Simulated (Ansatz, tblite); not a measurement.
**BCl2(SMe) (CH₃BCl₂S): which spin state is lowest**

Aim: set other spin states of BCl2(SMe) (CH₃BCl₂S) against its singlet, on many levels of theory.

Method: as each input shows; program: Ansatz 0.2.0, Gaussian basis.

Plan: triplet, at the geometry of the singlet (GFN1-xTB, GFN2-xTB, PBE0-D4/def2-TZVP, PBE-D4/def2-TZVP, r2SCAN-D4/def2-TZVP); the singlet's energies come from earlier runs.

**1. The geometry**

The singlet was relaxed beforehand with PBE0-D4/def2-SVP.

8 atoms, charge 0, spin multiplicity 1.

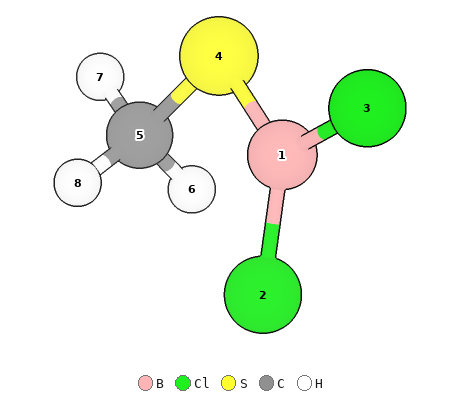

The structure; boron pink, chlorine green, sulfur yellow, carbon grey, hydrogen white; atoms are numbered from 1 in the order of the file.

As a file:

```xyz
8
CH3BCl2S
B     0.33344    1.16753   -0.92531
Cl    1.90925    0.99573   -0.17028
Cl    0.08471    2.40760   -2.13912
S    -1.05477    0.12779   -0.51679
C    -0.40285   -0.99823    0.74729
H     0.43720   -1.58408    0.35261
H    -1.22696   -1.67238    1.01359
H    -0.08002   -0.44396    1.63800
```

**2. Triplet at the fixed geometry, GFN1-xTB**

Tight binding, by tblite at 300 K electronic temperature and without a spin-polarisation term:

```python
tblite.interface.Calculator('GFN1-xTB', numbers, positions, charge=0, uhf=2).singlepoint()
```

Energy -469.0027 eV; 0.009 s.

**3. Triplet at the fixed geometry, GFN2-xTB**

Tight binding, by tblite at 300 K electronic temperature and without a spin-polarisation term:

```python
tblite.interface.Calculator('GFN2-xTB', numbers, positions, charge=0, uhf=2).singlepoint()
```

Energy -466.7769 eV; 0.006 s.

**4. Triplet at the fixed geometry, PBE0-D4/def2-TZVP**

File in.yaml:

```yaml
crystal:
  periodic: [false, false, false]
  atoms:
    - {symbol: B, position_ang: [0.333436, 1.167533, -0.925313]}
    - {symbol: Cl, position_ang: [1.909251, 0.995731, -0.170285]}
    - {symbol: Cl, position_ang: [0.084715, 2.407596, -2.139119]}
    - {symbol: S, position_ang: [-1.054773, 0.127789, -0.516788]}
    - {symbol: C, position_ang: [-0.402851, -0.998229, 0.747293]}
    - {symbol: H, position_ang: [0.437198, -1.584078, 0.352606]}
    - {symbol: H, position_ang: [-1.226961, -1.672379, 1.013592]}
    - {symbol: H, position_ang: [-0.080025, -0.443964, 1.638004]}
basis:
  gaussian: {orbitals: def2-TZVP}
magnetization: {spin_polarized: true, initial_magnetization: 2}
hamiltonian: {xc: pbe0, dispersion: d4}
scf: {omitted_lower_state_checks: [starts]}
output: {orbitals: {seedname: orbitals}}
```

On the command line:

```bash
> ansatz run in.yaml --threads 4 --pin off --events-out ev --progress --plain --max-ram 3916MiB
```

The program printed:

```text
Functional definition: PBE0
  name "PBE0"
  cite "Adamo & Barone, J. Chem. Phys. 110, 6158 (1999) doi:10.1063/1.478522"
  cite "Perdew, Burke & Ernzerhof, Phys. Rev. Lett. 77, 3865 (1996) doi:10.1103/PhysRevLett.77.3865"
  parent pbe
  parameter a = 0.25
  parameter kappa = 0.804
  parameter beta = 0.06672455060314922
  exchange = (1 - a)*pbe_x(kappa = kappa, mu = beta*pi^2/3) + a*exact_x
  correlation = pbe_c(beta = beta)
these checks for a lower state are left out or cut short: starts
1288 factors; their error is unknown
mean field evaluation 1: about -37624.1938 eV, gradient 3.1e1 eV
mean field evaluation 2: about -37621.5500 eV, gradient 3.8e1 eV
mean field evaluation 4: about -37628.8689 eV, gradient 1.3e0 eV
mean field evaluation 8: about -37628.8806 eV, gradient 6.8e-2 eV
mean field evaluation 16: about -37628.9735 eV, gradient 7.6e-4 eV
mean field -37628.97354512 eV, -1382.8392719487 hartree, gradient 4.3e-5 eV, S^2 2.010443; 0 other end points of the search recorded, 0 dependent functions left out
reference -37628.97357634 eV, -1382.8392730962 hartree; 33, 31 occupied and 158, 160 virtual orbitals, 1288 factors
Total energy: -37629.18163101 eV, -1382.8469189641 hartree
Checks for a lower state left out: starts
```

Wall time 5 s (4 threads of Arm Neoverse V2, shared host); peak memory 0.71 GiB.

Report: HOMO -3.24 eV, LUMO -5.88 eV (over both spins; with the spin held, an empty level of the minority spin lies below the top filled one); ⟨S²⟩ 2.010 (pure: 2.00).

**5. Triplet at the fixed geometry, PBE-D4/def2-TZVP**

start.molden holds the orbitals of an earlier run on this state, given as this run's starting guess.

in.yaml: that of step 4 with these lines changed.

```diff
@@ -12,5 +12,5 @@
 basis:
-  gaussian: {orbitals: def2-TZVP}
+  gaussian: {orbitals: def2-TZVP, initial_orbitals: start.molden}
 magnetization: {spin_polarized: true, initial_magnetization: 2}
-hamiltonian: {xc: pbe0, dispersion: d4}
+hamiltonian: {xc: pbe, dispersion: d4}
 scf: {omitted_lower_state_checks: [starts]}
```

Same command.

The program printed:

```text
Functional definition: PBE
  name "PBE"
  cite "Perdew, Burke & Ernzerhof, Phys. Rev. Lett. 77, 3865 (1996) doi:10.1103/PhysRevLett.77.3865"
  parent pbe
  parameter kappa = 0.804
  parameter beta = 0.06672455060314922
  exchange = pbe_x(kappa = kappa, mu = beta*pi^2/3)
  correlation = pbe_c(beta = beta)
these checks for a lower state are left out or cut short: starts
1254 factors; their error is unknown
mean field evaluation 1: about -37625.7353 eV, gradient 1.0e1 eV
mean field evaluation 2: about -37625.8813 eV, gradient 3.1e-1 eV
mean field evaluation 4: about -37625.8674 eV, gradient 1.9e-1 eV
mean field evaluation 8: about -37625.8675 eV, gradient 2.8e-5 eV
mean field -37625.86750946 eV, -1382.7251272438 hartree, gradient 1.3e-5 eV, S^2 2.006314; 0 other end points of the search recorded, 0 dependent functions left out
reference -37625.86755148 eV, -1382.7251287878 hartree; 33, 31 occupied and 158, 160 virtual orbitals, 1254 factors
Total energy: -37626.11292627 eV, -1382.7341461449 hartree
Checks for a lower state left out: starts
```

Wall time 3.4 s (4 threads of Arm Neoverse V2, shared host).

HOMO -2.19 eV, LUMO -6.70 eV (over both spins; with the spin held, an empty level of the minority spin lies below the top filled one); ⟨S²⟩ 2.006 (pure: 2.00).

**6. Triplet at the fixed geometry, r2SCAN-D4/def2-TZVP**

in.yaml: that of step 5 with these lines changed.

```diff
@@ -14,3 +14,3 @@
 magnetization: {spin_polarized: true, initial_magnetization: 2}
-hamiltonian: {xc: pbe, dispersion: d4}
+hamiltonian: {xc: r2scan, dispersion: d4}
 scf: {omitted_lower_state_checks: [starts]}
```

The command is unchanged.

The program printed:

```text
Functional definition: r2SCAN
  name "r2SCAN"
  cite "Furness, Kaplan, Ning, Perdew & Sun, J. Phys. Chem. Lett. 11, 8208 (2020) doi:10.1021/acs.jpclett.0c02405"
  cite "Furness, Kaplan, Ning, Perdew & Sun, J. Phys. Chem. Lett. 11, 9248 (2020) doi:10.1021/acs.jpclett.0c03077"
  parent r2scan
  parameter k0 = 0.174
  parameter k1 = 0.065
  parameter a1 = 4.9479
  exchange = r2scan_x(k0 = k0, k1 = k1, a1 = a1)
  correlation = r2scan_c
these checks for a lower state are left out or cut short: starts
1254 factors; their error is unknown
mean field evaluation 1: about -37639.8319 eV, gradient 7.3e0 eV
mean field evaluation 2: about -37639.8831 eV, gradient 1.3e-1 eV
mean field evaluation 4: about -37639.8659 eV, gradient 4.3e-3 eV
mean field -37639.86585449 eV, -1383.2395569352 hartree, gradient 4.5e-5 eV, S^2 2.013791; 0 other end points of the search recorded, 0 dependent functions left out
reference -37639.86586824 eV, -1383.2395574405 hartree; 33, 31 occupied and 158, 160 virtual orbitals, 1254 factors
Total energy: -37639.92284505 eV, -1383.2416512996 hartree
Checks for a lower state left out: starts
```

It took 7 s on 4 threads of Arm Neoverse V2, shared host.

Report: HOMO -2.47 eV, LUMO -6.55 eV (over both spins; with the spin held, an empty level of the minority spin lies below the top filled one); ⟨S²⟩ 2.014 (pure: 2.00).

**7. Triplet less singlet, vertical**

The singlet's energies are those of its earlier runs, whose logs aren't repeated here.

| level | triplet less singlet, vertical (kJ/mol) | time |
| --- | --- | --- |
| GFN1-xTB | +538.1 | 0.014 s |
| GFN2-xTB | +446.7 | 0.011 s |
| PBE-D4/def2-TZVP | +433.1 | 4.9 s |
| r2SCAN-D4/def2-TZVP | +434.5 | 10 s |
| PBE0-D4/def2-TZVP | +442.7 | 7.2 s |

Times add the two runs; a level without a time comes out of a correlated run. Tight binding without a spin term can't rank spin states.

**8. Results**

| quantity | value |
| --- | --- |
| triplet less singlet, vertical, functionals in def2-TZVP | +433.1 (PBE-D4) to +442.7 kJ/mol (PBE0-D4) |

In words: All functionals put the triplet above the singlet, over a spread of 9.6 kJ/mol. The checks for a lower triplet were left out, so another state of that spin may lie lower. These are electronic energies, without zero-point motion, entropy or surroundings.
